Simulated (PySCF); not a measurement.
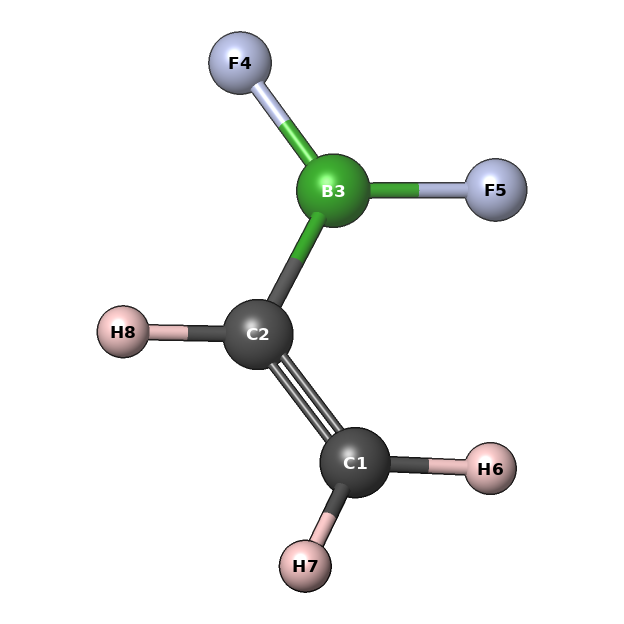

The computed structure is the end point of a PBE0-D3(BJ)/def2-SVP optimisation. No frequency run is at hand to confirm it as a minimum. Method: delta-SCF UKS SCAN, pcX-2 on the ionised atom, pcseg-1 elsewhere, spin-free X2C (PySCF 2.14.0).

Give the core-electron binding energies (to vacuum) of C1 1s, C2 1s, B3 1s, F4 1s.

```json
{"atom": "C1", "level": "1s", "binding energy (eV)": "291.3"}
{"atom": "C2", "level": "1s", "binding energy (eV)": "290.9"}
{"atom": "B3", "level": "1s", "binding energy (eV)": "199.3"}
{"atom": "F4", "level": "1s", "binding energy (eV)": "693.4"}
```
